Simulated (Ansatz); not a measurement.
**Zr₂ (triplet): B3LYP, wB97M-V, B2PLYP over vertical spin and charge gaps, def2-QZVPP, part 1 of 2**

Aim: run Zr₂ (triplet) with these functionals over vertical spin and charge gaps, and hold them against the top wave-function level at the same points.

Computed with Ansatz 0.2.0, Gaussian basis. Level: def2-QZVPP, all electrons in the functionals, frozen cores in the correlation of double hybrids and RPA.

Plan: B3LYP, wB97M-V, B2PLYP, at charge 0, triplet; charge 0, singlet; charge 0, quintet; charge 1, doublet; charge 1, quartet.

2 further runs of the same task are left out: 2 set aside as unsound or not needed. Runs told in other sessions of the task aren't counted.

## 1. The system

The geometry is a PBE0/def2-TZVP stationary point (not a proven minimum). No spin-orbit coupling is included. Elements past krypton take def2 core potentials.

2 atoms, charge 0, spin multiplicity 3.

Atoms are counted from 1 here; the program's logs count them from 0.

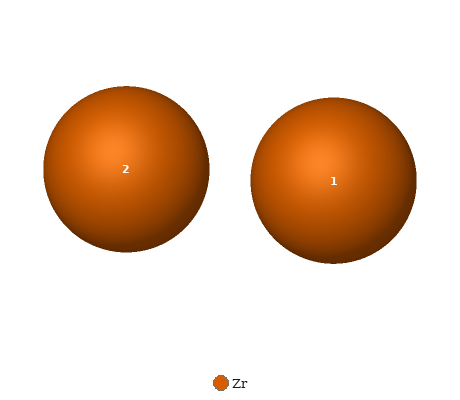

The structure; zirconium orange; atoms are numbered from 1 in the order of the file.

No dispersion term is added; wB97M-V holds VV10 nonlocal correlation. B3LYP takes the VWN-RPA correlation.

The geometry shown and the zero of energy belong to the point charge 0, triplet. The yardstick, UCCSD(T), and other wave-function levels (R restricted, U unrestricted, valence and pair active spaces) come from earlier runs.

## 2. B3LYP, charge 0, triplet

in.yaml

```yaml
crystal:
  periodic: [false, false, false]
  atoms:
    - {symbol: Zr, position_ang: [0.000000, 0.000000, 0.000000]}
    - {symbol: Zr, position_ang: [0.000000, 0.000000, 2.228000]}
basis:
  gaussian: {orbitals: "def2-QZVPP.json"}
magnetization: {spin_polarized: true, initial_magnetization: 2}
hamiltonian: {xc: {name: B3LYP}}
```

Run with:

```sh
$ ansatz run in.yaml --threads 2 --pin off --events-out ev --progress --plain --max-ram 24576MiB --backend cuda --devices 0, --max-vram 18GiB
```

The log of the run:

```text
Functional definition: B3LYP
  name "B3LYP"
  cite "Stephens, Devlin, Chabalowski & Frisch, J. Phys. Chem. 98, 11623 (1994) doi:10.1021/j100096a001"
  cite "Becke, Phys. Rev. A 38, 3098 (1988) doi:10.1103/PhysRevA.38.3098"
  cite "Lee, Yang & Parr, Phys. Rev. B 37, 785 (1988) doi:10.1103/PhysRevB.37.785"
  cite "Vosko, Wilk & Nusair, Can. J. Phys. 58, 1200 (1980) doi:10.1139/p80-159"
  parameter a0 = 0.2
  parameter ax = 0.72
  parameter ac = 0.81
  exchange = (1 - a0 - ax)*slater_x + ax*b88_x + a0*exact_x
  correlation = (1 - ac)*vwn_rpa_c + ac*lyp_c
812 factors; their error is unknown
mean field evaluation 1: about -2543.5816 eV, gradient 4.5e1 eV
mean field evaluation 2: about -2452.7466 eV, gradient 9.3e1 eV
mean field evaluation 4: about -2555.6555 eV, gradient 7.0e0 eV
mean field evaluation 8: about -2556.0499 eV, gradient 9.6e-1 eV
mean field evaluation 16: about -2556.0697 eV, gradient 1.8e-3 eV
mean field evaluation 32: about -2555.6941 eV, gradient 4.0e-2 eV
mean field evaluation 64: about -2555.9675 eV, gradient 7.2e-1 eV
mean field -2556.06971915 eV, -93.9338296124 hartree, gradient 3.8e-6 eV, S^2 2.001974; 8 other end points of the search recorded, 0 dependent functions left out
reference -2556.06988733 eV, -93.9338357931 hartree; 13, 11 occupied and 149, 151 virtual orbitals, 812 factors
Total energy: -2556.06988733 eV, -93.9338357931 hartree
```

Run time: 14 s. Hardware: 1 × H100 (card shared with other runs) with 2 threads of AMD EPYC 7R13, shared host; peak host memory 0.84 GiB.

From the report: ⟨S²⟩ of the determinant 2.002 (pure triplet: 2.00).

## 3. B3LYP, charge 0, singlet

Edit in.yaml of step 2 so:

```diff
@@ -7,3 +7,3 @@
   gaussian: {orbitals: "def2-QZVPP.json"}
-magnetization: {spin_polarized: true, initial_magnetization: 2}
+magnetization: {spin_polarized: true, initial_magnetization: 0}
 hamiltonian: {xc: {name: B3LYP}}
```

The command is unchanged.

The log of the run (excerpt; [...] marks lines left out):

```text
Functional definition: B3LYP
  name "B3LYP"
  cite "Stephens, Devlin, Chabalowski & Frisch, J. Phys. Chem. 98, 11623 (1994) doi:10.1021/j100096a001"
  cite "Becke, Phys. Rev. A 38, 3098 (1988) doi:10.1103/PhysRevA.38.3098"
  cite "Lee, Yang & Parr, Phys. Rev. B 37, 785 (1988) doi:10.1103/PhysRevB.37.785"
  cite "Vosko, Wilk & Nusair, Can. J. Phys. 58, 1200 (1980) doi:10.1139/p80-159"
[...]
812 factors; their error is unknown
[...]
mean field -2555.97028980 eV, -93.9301756512 hartree, gradient 5.7e-6 eV, S^2 1.006404; 29 other end points of the search recorded, 0 dependent functions left out
reference -2555.97045842 eV, -93.9301818479 hartree; 12, 12 occupied and 150, 150 virtual orbitals, 812 factors
Total energy: -2555.97045842 eV, -93.9301818479 hartree
```

Run time: 37 s. Hardware: 1 × H100 (card shared with other runs) with 2 threads of AMD EPYC 7R13, shared host; peak host memory 0.86 GiB.

From the report: ⟨S²⟩ of the determinant 1.006 (pure singlet: 0.00). The determinant of B3LYP (⟨S²⟩ 1.01) is far from a pure spin state, so its energy mixes those of several spin states; that is harmless only where they are near-degenerate.

From charge 0, triplet: +9.6 kJ/mol.

## 4. B3LYP, charge 0, quintet

Edit in.yaml of step 3 so:

```diff
@@ -7,3 +7,3 @@
   gaussian: {orbitals: "def2-QZVPP.json"}
-magnetization: {spin_polarized: true, initial_magnetization: 0}
+magnetization: {spin_polarized: true, initial_magnetization: 4}
 hamiltonian: {xc: {name: B3LYP}}
```

The command is unchanged.

The log of the run (excerpt; [...] marks lines left out):

```text
Functional definition: B3LYP
  name "B3LYP"
  cite "Stephens, Devlin, Chabalowski & Frisch, J. Phys. Chem. 98, 11623 (1994) doi:10.1021/j100096a001"
  cite "Becke, Phys. Rev. A 38, 3098 (1988) doi:10.1103/PhysRevA.38.3098"
  cite "Lee, Yang & Parr, Phys. Rev. B 37, 785 (1988) doi:10.1103/PhysRevB.37.785"
  cite "Vosko, Wilk & Nusair, Can. J. Phys. 58, 1200 (1980) doi:10.1139/p80-159"
[...]
812 factors; their error is unknown
[...]
mean field -2555.43022315 eV, -93.9103285678 hartree, gradient 3.7e-6 eV, S^2 6.008279; 16 other end points of the search recorded, 0 dependent functions left out
reference -2555.43039045 eV, -93.9103347162 hartree; 14, 10 occupied and 148, 152 virtual orbitals, 812 factors
Total energy: -2555.43039045 eV, -93.9103347162 hartree
```

It took 23 s on 1 × H100 (card shared with other runs) with 2 threads of AMD EPYC 7R13, shared host; peak host memory 0.86 GiB.

From the report: ⟨S²⟩ of the determinant 6.008 (pure quintet: 6.00).

From charge 0, triplet: +61.7 kJ/mol.

## 5. B3LYP, charge 1, doublet

Edit in.yaml of step 4 so:

```diff
@@ -7,3 +7,4 @@
   gaussian: {orbitals: "def2-QZVPP.json"}
-magnetization: {spin_polarized: true, initial_magnetization: 4}
+total_charge: 1
+magnetization: {spin_polarized: true, initial_magnetization: 1}
 hamiltonian: {xc: {name: B3LYP}}
```

The command is unchanged.

The log of the run (excerpt; [...] marks lines left out):

```text
Functional definition: B3LYP
  name "B3LYP"
  cite "Stephens, Devlin, Chabalowski & Frisch, J. Phys. Chem. 98, 11623 (1994) doi:10.1021/j100096a001"
  cite "Becke, Phys. Rev. A 38, 3098 (1988) doi:10.1103/PhysRevA.38.3098"
  cite "Lee, Yang & Parr, Phys. Rev. B 37, 785 (1988) doi:10.1103/PhysRevB.37.785"
  cite "Vosko, Wilk & Nusair, Can. J. Phys. 58, 1200 (1980) doi:10.1139/p80-159"
[...]
812 factors; their error is unknown
[...]
mean field -2550.54225666 eV, -93.7306991127 hartree, gradient 7.2e-6 eV, S^2 0.751762; 2 other end points of the search recorded, 0 dependent functions left out
reference -2550.54244209 eV, -93.7307059269 hartree; 12, 11 occupied and 150, 151 virtual orbitals, 812 factors
Total energy: -2550.54244209 eV, -93.7307059269 hartree
```

It took 5.5 s on 1 × H100 (card shared with other runs) with 2 threads of AMD EPYC 7R13, shared host; peak host memory 0.85 GiB.

From the report: ⟨S²⟩ of the determinant 0.752 (pure doublet: 0.75).

From charge 0, triplet: +533.3 kJ/mol.

## 6. B3LYP, charge 1, quartet

Edit in.yaml of step 5 so:

```diff
@@ -8,3 +8,3 @@
 total_charge: 1
-magnetization: {spin_polarized: true, initial_magnetization: 1}
+magnetization: {spin_polarized: true, initial_magnetization: 3}
 hamiltonian: {xc: {name: B3LYP}}
```

The command is unchanged.

The log of the run (excerpt; [...] marks lines left out):

```text
Functional definition: B3LYP
  name "B3LYP"
  cite "Stephens, Devlin, Chabalowski & Frisch, J. Phys. Chem. 98, 11623 (1994) doi:10.1021/j100096a001"
  cite "Becke, Phys. Rev. A 38, 3098 (1988) doi:10.1103/PhysRevA.38.3098"
  cite "Lee, Yang & Parr, Phys. Rev. B 37, 785 (1988) doi:10.1103/PhysRevB.37.785"
  cite "Vosko, Wilk & Nusair, Can. J. Phys. 58, 1200 (1980) doi:10.1139/p80-159"
[...]
812 factors; their error is unknown
[...]
mean field -2549.98548507 eV, -93.7102381342 hartree, gradient 8.2e-6 eV, S^2 3.763710; 14 other end points of the search recorded, 0 dependent functions left out
reference -2549.98567522 eV, -93.7102451220 hartree; 13, 10 occupied and 149, 152 virtual orbitals, 812 factors
Total energy: -2549.98567522 eV, -93.7102451220 hartree
```

It took 24 s on 1 × H100 (card shared with other runs) with 2 threads of AMD EPYC 7R13, shared host; peak host memory 0.86 GiB.

From the report: ⟨S²⟩ of the determinant 3.764 (pure quartet: 3.75).

From charge 0, triplet: +587.0 kJ/mol.

## 7. wB97M-V, charge 0, triplet

in.yaml

```yaml
crystal:
  periodic: [false, false, false]
  atoms:
    - {symbol: Zr, position_ang: [0.000000, 0.000000, 0.000000]}
    - {symbol: Zr, position_ang: [0.000000, 0.000000, 2.228000]}
basis:
  gaussian: {orbitals: "def2-QZVPP.json"}
magnetization: {spin_polarized: true, initial_magnetization: 2}
hamiltonian: {xc: {name: wB97M-V}}
output: {orbitals: {seedname: orbitals}}
```

Launched as before.

The log of the run (excerpt; [...] marks lines left out):

```text
Functional definition: wB97M-V
  name "wB97M-V"
  cite "Mardirossian & Head-Gordon, J. Chem. Phys. 144, 214110 (2016) doi:10.1063/1.4952647"
  cite "Becke, J. Chem. Phys. 107, 8554 (1997) doi:10.1063/1.475007"
  cite "Vydrov & Van Voorhis, J. Chem. Phys. 133, 244103 (2010) doi:10.1063/1.3521275"
  # Of w^i u^j: cxij and so on, Table III.
[...]
  gx(w, u) = 1 - cx + cx01*u + cx10*w
  gss(w, u) = css00 + css04*u^4 + css10*w + css20*w^2 + css43*w^4*u^3
  gos(w, u) = cos00 + cos10*w + (cos20 + cos21*u)*w^2 + (cos60 + cos61*u)*w^6
[...]
      + integral(e_c_pw_mod_opposite_spin*gos(b97_w_opposite, b97_u_opposite)) + vv10(b, c)
780 factors; their error is unknown
218 factors; integrals over basis functions are off by at most 5.2e-5 eV
[...]
mean field -2549.85952254 eV, -93.7056090964 hartree, gradient 5.0e-6 eV, S^2 2.026022; 7 other end points of the search recorded, 0 dependent functions left out
reference -2549.85955799 eV, -93.7056103991 hartree; 13, 11 occupied and 149, 151 virtual orbitals, 780 factors
Total energy: -2549.85955799 eV, -93.7056103991 hartree
```

Run time: 17 s. Hardware: 1 × H100 (card shared with other runs) with 2 threads of AMD EPYC 7R13, shared host; peak host memory 1.1 GiB.

From the report: ⟨S²⟩ of the determinant 2.026 (pure triplet: 2.00).

## 8. wB97M-V, charge 0, singlet

Edit in.yaml of step 7 so:

```diff
@@ -7,3 +7,3 @@
   gaussian: {orbitals: "def2-QZVPP.json"}
-magnetization: {spin_polarized: true, initial_magnetization: 2}
+magnetization: {spin_polarized: true, initial_magnetization: 0}
 hamiltonian: {xc: {name: wB97M-V}}
```

Same command.

The log of the run (excerpt; [...] marks lines left out):

```text
Functional definition: wB97M-V
  name "wB97M-V"
  cite "Mardirossian & Head-Gordon, J. Chem. Phys. 144, 214110 (2016) doi:10.1063/1.4952647"
  cite "Becke, J. Chem. Phys. 107, 8554 (1997) doi:10.1063/1.475007"
  cite "Vydrov & Van Voorhis, J. Chem. Phys. 133, 244103 (2010) doi:10.1063/1.3521275"
  # Of w^i u^j: cxij and so on, Table III.
[...]
  gx(w, u) = 1 - cx + cx01*u + cx10*w
  gss(w, u) = css00 + css04*u^4 + css10*w + css20*w^2 + css43*w^4*u^3
  gos(w, u) = cos00 + cos10*w + (cos20 + cos21*u)*w^2 + (cos60 + cos61*u)*w^6
[...]
      + integral(e_c_pw_mod_opposite_spin*gos(b97_w_opposite, b97_u_opposite)) + vv10(b, c)
780 factors; their error is unknown
218 factors; integrals over basis functions are off by at most 5.2e-5 eV
[...]
mean field -2549.87665777 eV, -93.7062388045 hartree, gradient 6.3e-6 eV, S^2 0.700308; 11 other end points of the search recorded, 0 dependent functions left out
reference -2549.87669473 eV, -93.7062401627 hartree; 12, 12 occupied and 150, 150 virtual orbitals, 780 factors
Total energy: -2549.87669473 eV, -93.7062401627 hartree
```

Wall time 36 s (1 × H100 (card shared with other runs) with 2 threads of AMD EPYC 7R13, shared host); peak host memory 1.1 GiB.

From the report: ⟨S²⟩ of the determinant 0.700 (pure singlet: 0.00). The determinant of wB97M-V (⟨S²⟩ 0.70) is far from a pure spin state, so its energy mixes those of several spin states; that is harmless only where they are near-degenerate.

From charge 0, triplet: -1.7 kJ/mol.

## 9. wB97M-V, charge 0, quintet

Edit in.yaml of step 8 so:

```diff
@@ -7,3 +7,3 @@
   gaussian: {orbitals: "def2-QZVPP.json"}
-magnetization: {spin_polarized: true, initial_magnetization: 0}
+magnetization: {spin_polarized: true, initial_magnetization: 4}
 hamiltonian: {xc: {name: wB97M-V}}
```

Same command.

The log of the run (excerpt; [...] marks lines left out):

```text
Functional definition: wB97M-V
  name "wB97M-V"
  cite "Mardirossian & Head-Gordon, J. Chem. Phys. 144, 214110 (2016) doi:10.1063/1.4952647"
  cite "Becke, J. Chem. Phys. 107, 8554 (1997) doi:10.1063/1.475007"
  cite "Vydrov & Van Voorhis, J. Chem. Phys. 133, 244103 (2010) doi:10.1063/1.3521275"
  # Of w^i u^j: cxij and so on, Table III.
[...]
  gx(w, u) = 1 - cx + cx01*u + cx10*w
  gss(w, u) = css00 + css04*u^4 + css10*w + css20*w^2 + css43*w^4*u^3
  gos(w, u) = cos00 + cos10*w + (cos20 + cos21*u)*w^2 + (cos60 + cos61*u)*w^6
[...]
      + integral(e_c_pw_mod_opposite_spin*gos(b97_w_opposite, b97_u_opposite)) + vv10(b, c)
780 factors; their error is unknown
218 factors; integrals over basis functions are off by at most 5.2e-5 eV
[...]
mean field -2549.18785906 eV, -93.6809259187 hartree, gradient 6.4e-6 eV, S^2 6.012203; 8 other end points of the search recorded, 0 dependent functions left out
reference -2549.18789505 eV, -93.6809272416 hartree; 14, 10 occupied and 148, 152 virtual orbitals, 780 factors
Total energy: -2549.18789505 eV, -93.6809272416 hartree
```

Run time: 36 s. Hardware: 1 × H100 (card shared with other runs) with 2 threads of AMD EPYC 7R13, shared host; peak host memory 1.1 GiB.

From the report: ⟨S²⟩ of the determinant 6.012 (pure quintet: 6.00).

From charge 0, triplet: +64.8 kJ/mol.

(Continued in part 2 of 2.)
